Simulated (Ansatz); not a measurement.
Input

```
crystal:
  periodic: [false, false, false]
  atoms:
    - {symbol: C, position_ang: [-1.722602, 0.084623, -0.559408]}
    - {symbol: C, position_ang: [1.228726, -1.527144, 0.207574]}
    - {symbol: Al, position_ang: [0.225552, 0.054030, -0.339384]}
    - {symbol: Cl, position_ang: [1.305537, 1.411582, -1.667883]}
    - {symbol: O, position_ang: [0.461181, 1.398375, 1.157008]}
    - {symbol: H, position_ang: [-2.258031, -0.313807, 0.320343]}
    - {symbol: H, position_ang: [-2.121007, 1.091335, -0.771542]}
    - {symbol: H, position_ang: [-2.019434, -0.550269, -1.411930]}
    - {symbol: H, position_ang: [2.272029, -1.286337, 0.468869]}
    - {symbol: H, position_ang: [0.771736, -2.028676, 1.077367]}
    - {symbol: H, position_ang: [1.265655, -2.269867, -0.607425]}
    - {symbol: H, position_ang: [-0.364453, 1.813411, 1.442420]}
    - {symbol: H, position_ang: [0.975509, 2.087943, 0.698792]}
basis:
  gaussian: {orbitals: def2-SVPD}
hamiltonian: {xc: pbe0}
output: {forces: true, orbitals: {seedname: orbitals}}
```

Launched as:

```sh
ansatz run input.yaml --threads 2 --pin off --max-ram 5220MiB --events-out events.jsonl --progress --plain --runs-dir runs
```

Geometry: PBE0-D4/def2-SVP.

Theory: isolated molecule in a Gaussian basis; Kohn-Sham density functional theory, functional PBE0 in Ansatz 0.2.0.

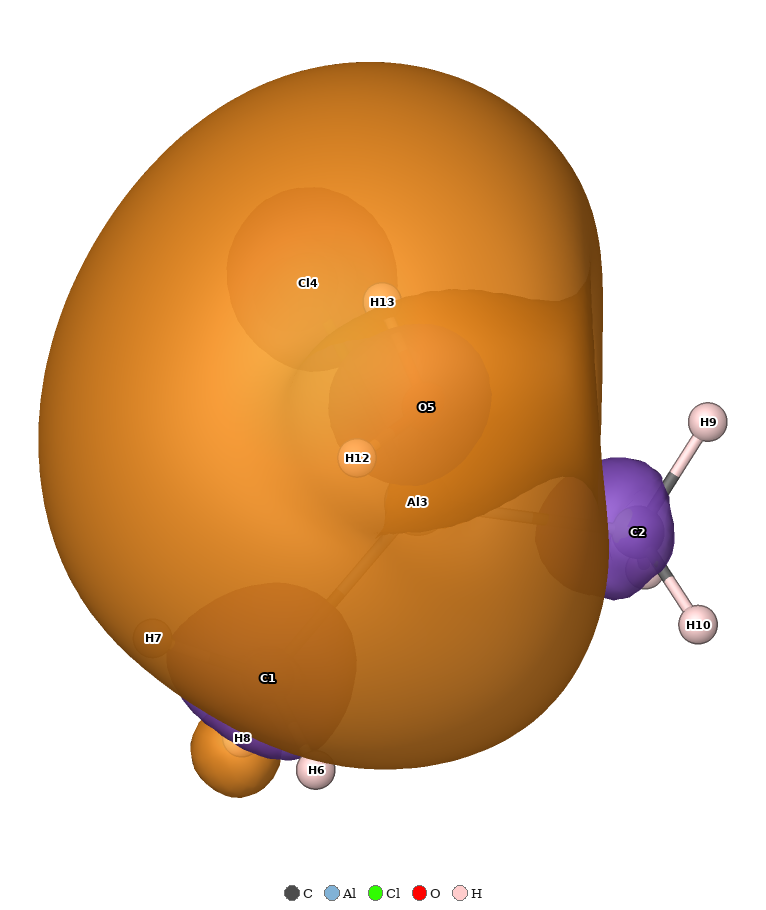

C₂H₈AlClO. The LUMO at ±0.06 Å⁻³ᐟ² (orange and purple are the two phases), seen at a tilt.

Q: What is the character of this orbital?

A: Its weight (Hirshfeld) is mainly on H12 (about 35 %), H13 (about 20 %), Al3 (about 15 %) and O5 (about 15 %). Its energy is −0.74 eV.
